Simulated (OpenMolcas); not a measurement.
**Pm³⁺ complex: multiconfigurational calculation (part 2 of 2)**

The same run, continued: Pm³⁺ with 6 ligands (Br; octahedron, 3.05 Å), neutralised by 6 outer point charges of +0.5 e, whose field is part of the energies. Method: state-averaged CASSCF, active space 4 electrons in the shell 4f, basis ANO-RCC-VDZP on the metal and ANO-RCC-VDZP on the ligands, DKH2 scalar Hamiltonian, spin-orbit coupling by RASSI with atomic mean-field integrals (OpenMolcas).

**Log (extracts), continued**
```
--- RASSI ---
SPIN-FREE ENERGIES:
  (Shifted by EMIN (a.u.) =     -25639.4883456620)

 SF State       Relative EMIN(au)   Rel lowest level(eV)    D:o, cm**(-1)

     1             0.0000000000        0.0000000000              0.0000
     2             0.0000000000        0.0000000000              0.0000
     3             0.0000000000        0.0000000000              0.0000
     4             0.0000237661        0.0006467074              5.2160
     5             0.0000866751        0.0023585484             19.0230
     6             0.0000866751        0.0023585484             19.0230
     7             0.0000866751        0.0023585484             19.0230
     8             0.0005171976        0.0140736635            113.5118
     9             0.0005171976        0.0140736635            113.5118
    10             0.0006590269        0.0179330342            144.6397
    11             0.0006590269        0.0179330342            144.6397
    12             0.0006590269        0.0179330342            144.6397
    13             0.0008466601        0.0230387942            185.8204
    14             0.0684315089        1.8621162210          15018.9802
    15             0.0687528810        1.8708611994          15089.5132
    16             0.0687528810        1.8708611994          15089.5132
    17             0.0687528810        1.8708611994          15089.5132
    18             0.0689212150        1.8754418022          15126.4583
    19             0.0693019382        1.8858018084          15210.0173
    20             0.0693019382        1.8858018084          15210.0173
    21             0.0693019382        1.8858018084          15210.0173
    33             0.0820533705        2.2327859585          18008.6333
    34             0.0820533705        2.2327859585          18008.6333
    35             0.0820533705        2.2327859585          18008.6333
    36             0.0820797003        2.2335024275          18014.4120
    37             0.0820797003        2.2335024275          18014.4120
    38             0.0820797003        2.2335024275          18014.4120
    39             0.0821515993        2.2354588979          18030.1920
    40             0.0822300879        2.2375946817          18047.4182
    41             0.0822300879        2.2375946817          18047.4182
    42             0.0822300879        2.2375946817          18047.4182
    43             0.0822550691        2.2382744571          18052.9010
    44             0.0822550691        2.2382744571          18052.9010
    45             0.0822793717        2.2389357643          18058.2348
    46             0.0822793717        2.2389357643          18058.2348
    47             0.0822793717        2.2389357643          18058.2348
    48             0.1045349380        2.8445405749          22942.7670
    49             0.1045349380        2.8445405749          22942.7670
    50             0.1045349380        2.8445405749          22942.7670
    51             0.1046137635        2.8466855259          22960.0672
Eigenvalues of complex Hamiltonian:
   -----------------------------------
  (Shifted by EMIN (a.u.) =     -25639.4883456620)

 SO State       Relative EMIN(au)   Rel lowest level(eV)    D:o, cm**(-1)

     1            -0.0196055692        0.0000000002              0.0000
     2            -0.0196055692        0.0000000000              0.0000
     3            -0.0196055691        0.0000000008              0.0000
     4            -0.0192445243        0.0098245302             79.2402
     5            -0.0192212277        0.0104584632             84.3532
     6            -0.0192212278        0.0104584626             84.3532
     7            -0.0192212277        0.0104584630             84.3532
     8            -0.0192003971        0.0110252928             88.9250
     9            -0.0192003972        0.0110252921             88.9250
    10            -0.0123306037        0.1979618952           1596.6704
    11            -0.0123306037        0.1979618950           1596.6704
    12            -0.0123306037        0.1979618949           1596.6704
    13            -0.0122883157        0.1991126116           1605.9515
    14            -0.0122883157        0.1991126113           1605.9515
    15            -0.0122136416        0.2011445956           1622.3406
    16            -0.0122136416        0.2011445955           1622.3406
    17            -0.0122136416        0.2011445956           1622.3406
    18            -0.0121004454        0.2042248212           1647.1843
    19            -0.0121004454        0.2042248213           1647.1843
    20            -0.0121004454        0.2042248211           1647.1843
    21            -0.0044411520        0.4126448117           3328.2049
    22            -0.0044081221        0.4135436031           3335.4541
    23            -0.0044081221        0.4135436028           3335.4541
    24            -0.0044081221        0.4135436030           3335.4541
    25            -0.0043701302        0.4145774145           3343.7924
    26            -0.0043701302        0.4145774143           3343.7924
    27            -0.0043701302        0.4145774144           3343.7924
    28            -0.0043066760        0.4163040900           3357.7189
    29            -0.0042219763        0.4186088885           3376.3084
    30            -0.0042219763        0.4186088882           3376.3084
    31            -0.0042219763        0.4186088879           3376.3084
    32            -0.0042080409        0.4189880893           3379.3668
    33            -0.0042080409        0.4189880898           3379.3668
    34             0.0039925303        0.6421369987           5179.1842
    35             0.0039925303        0.6421369990           5179.1842
    36             0.0039925303        0.6421369990           5179.1842
    37             0.0040484704        0.6436592067           5191.4616
    38             0.0040484704        0.6436592066           5191.4616
    39             0.0040680009        0.6441906594           5195.7481
    40             0.0040680009        0.6441906589           5195.7481
    41             0.0040680009        0.6441906591           5195.7481
Weights of the five most important spin-orbit-free states for each spin-orbit state.

 SO State  Total energy (au)           Spin-free states, spin, and weights
 -------------------------------------------------------------------------------------------------------
    1        -0.019606       2 2.0  0.2063    4 2.0  0.1643    5 2.0  0.1505    7 2.0  0.1449    6 2.0  0.1346
    2        -0.019606       1 2.0  0.2076    4 2.0  0.1643    6 2.0  0.1465    5 2.0  0.1425    7 2.0  0.1408
    3        -0.019606       3 2.0  0.2174    4 2.0  0.1643    6 2.0  0.1488    7 2.0  0.1442    5 2.0  0.1369
    4        -0.019245       9 2.0  0.2026    8 2.0  0.2026    1 2.0  0.0979    2 2.0  0.0979    3 2.0  0.0979
    5        -0.019221      12 2.0  0.2886    8 2.0  0.1267   13 2.0  0.1100    2 2.0  0.1029    3 2.0  0.1016
    6        -0.019221      10 2.0  0.2903    9 2.0  0.2065   13 2.0  0.1100    2 2.0  0.1037    1 2.0  0.1017
    7        -0.019221      11 2.0  0.2917    8 2.0  0.1871   13 2.0  0.1100    3 2.0  0.1038    1 2.0  0.1028
    8        -0.019200      12 2.0  0.1771   11 2.0  0.1561   13 2.0  0.1455    7 2.0  0.1078    4 2.0  0.1062
    9        -0.019200      10 2.0  0.2219   13 2.0  0.1455    5 2.0  0.1074    4 2.0  0.1062    6 2.0  0.0796
   10        -0.012331       2 2.0  0.1640    1 2.0  0.1480   10 2.0  0.1466    6 2.0  0.1271    7 2.0  0.1241
   11        -0.012331       5 2.0  0.2189    3 2.0  0.1572   11 2.0  0.1394    1 2.0  0.1379    2 2.0  0.0928
   12        -0.012331       3 2.0  0.1549   12 2.0  0.1502    6 2.0  0.1433    7 2.0  0.1322    2 2.0  0.1310
```

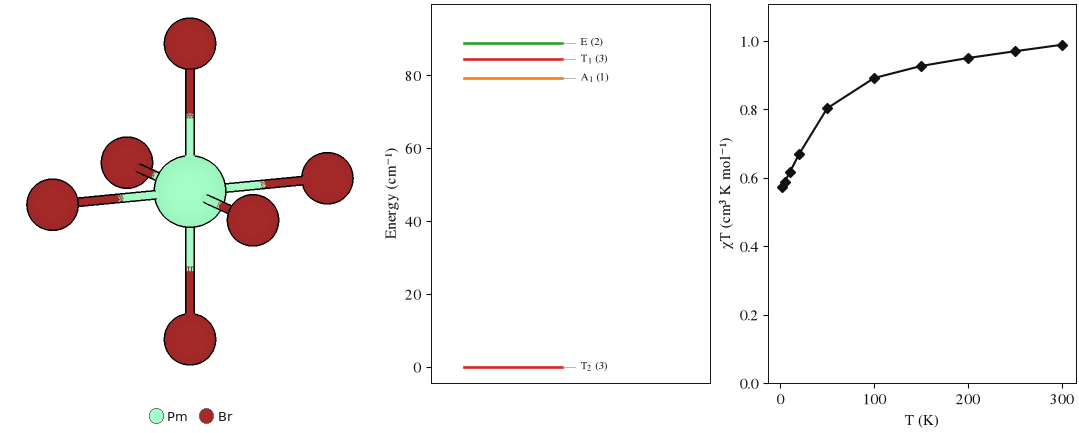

Figure 2. Pm³⁺ (4f⁴) with 6 ligands, Br⁻, at 3.05 Å (arrangement: octahedron, Oh), neutralised by outer point charges of +0.5 e, and its levels and susceptibility. Labels give the representation in O, Td, D4 or D3 as the site allows (double group for half-integer spin) where it could be assigned and, in brackets, the degeneracy; spin-free states, where drawn, share the zero of the spin-orbit levels. Powder susceptibility by Van Vleck's formula. The ground level is T₂, 3-fold degenerate, 98 % from states of spin multiplicity 5 (of the 210 states of multiplicity 3, 106 enter the spin-orbit step). The next level lies at 79 cm⁻¹ (A₁). The lowest J multiplet spreads over 89 cm⁻¹. χT is 0.573 cm³ K mol⁻¹ at 2 K and 0.989 at 300 K, an effective moment of 2.81 μB. The active orbitals hold 100 % metal character (Löwdin), and the Mulliken charge of the metal is +2.03.

**Input**
```
&GATEWAY
Coord
7

Pm 0.0 0.0 0.0
Br 3.050000 0.000000 0.000000
Br 0.000000 3.050000 0.000000
Br -3.050000 0.000000 0.000000
Br 0.000000 -3.050000 0.000000
Br 0.000000 0.000000 3.050000
Br 0.000000 0.000000 -3.050000
Basis=Pm.ANO-RCC-VDZP,Br.ANO-RCC-VDZP
Group=XYZ
NoMove
AngMom=0.0 0.0 0.0
AMFI
RICD
XField
3 Angstrom 0
5.650000 0.000000 0.000000 0.500000
0.000000 5.650000 0.000000 0.500000
0.000000 0.000000 5.650000 0.500000
&SEWARD
&RASSCF
FileOrb=start.orb
Symmetry=1
Spin=5
nActEl=4 0 0
Inactive=69 66
Ras2=0 7
CIRoot=35 35 1
SDav=35
CIMx=300
Iter=150 100
PrWF=0.3
OrbListing=Nothing
MaxOrb=0
LevShft=1.0
>>> COPY $Project.JobIph JOB001
&RASSCF
FileOrb=start.orb
Symmetry=1
Spin=3
nActEl=4 0 0
Inactive=69 66
Ras2=0 7
CIRoot=162 162 1
SDav=210
CIMx=300
Iter=150 100
PrWF=0.3
OrbListing=Nothing
MaxOrb=0
CIOnly
LevShft=1.0
>>> COPY $Project.JobIph JOB002
&RASSCF
FileOrb=start.orb
Symmetry=1
Spin=1
nActEl=4 0 0
Inactive=69 66
Ras2=0 7
CIRoot=162 162 1
SDav=196
CIMx=300
Iter=150 100
PrWF=0.3
OrbListing=Nothing
MaxOrb=0
CIOnly
LevShft=1.0
>>> COPY $Project.JobIph JOB003
&RASSI
NrOfJobIphs=3 32 106 31
1 2 3 4 5 6 7 8 9 10 11 12 13 14 15 16 17 18 19 20 21 22 23 24 25 26 27
28 29 30 31 32
1 2 3 4 5 6 7 8 9 10 11 12 13 14 15 16 17 18 19 20 21 22 23 24 25 26 27
28 29 30 31 32 33 34 35 36 37 38 39 40 41 42 43 44 45 46 47 48 49 50 51
52 53 54 55 56 57 58 59 60 61 62 63 64 65 66 67 68 69 70 71 72 73 74 75
76 77 78 79 80 81 82 83 84 85 86 87 88 89 90 91 92 93 94 95 96 97 98 99
100 101 102 103 104 105 106
1 2 3 4 5 6 7 8 9 10 11 12 13 14 15 16 17 18 19 20 21 22 23 24 25 26 27
28 29 30 31
IphNames
JOB001
JOB002
JOB003
EJob
SpinOrbit
DIPRint=1.0
SOCoupling=1000.0
Subsets=2
Property=9
'ANGMOM' 1 'ANGMOM' 2 'ANGMOM' 3 'MLTPL  1' 1 'MLTPL  1' 2 'MLTPL  1' 3
'AMFI' 1 'AMFI' 2 'AMFI' 3
SOProperty=3
'ANGMOM' 1 'ANGMOM' 2 'ANGMOM' 3
```

The file start.orb holds starting orbitals from an earlier step. A driver script formed the levels outside the program, from RASSI's spin-orbit matrix and the active-space energies, averaged over the components of each term or state.

Command:
```bash
OMP_NUM_THREADS=1 MOLCAS_MEM=2457 MOLCAS_PROJECT=a pymolcas a.inp > a.log  # once for each step of the input, in one work folder
```

**Results in brief**

```tsv
quantity	value
outcome	converged
energy of the lowest spin-free term	−25639.48835 hartree
energy of the lowest spin-orbit level	−25639.50795 hartree
largest spread among components of a term	0.4 cm⁻¹
hardware	1 thread of Arm Neoverse V2, 24 GiB of memory available, shared host
wall time	3.2 min
peak memory	0.6 GiB
```

**Remarks**

Without dynamic correlation the splittings between terms come out too large, often by 20 to 50 %. Caveats: high states of lower spin left out of the spin-orbit mixing; covalent bonds, ligand orbitals missing from the active space; distances are set from ionic radii, not optimised; spin-free states above about 39,000 cm⁻¹ are left out of the spin-orbit step.
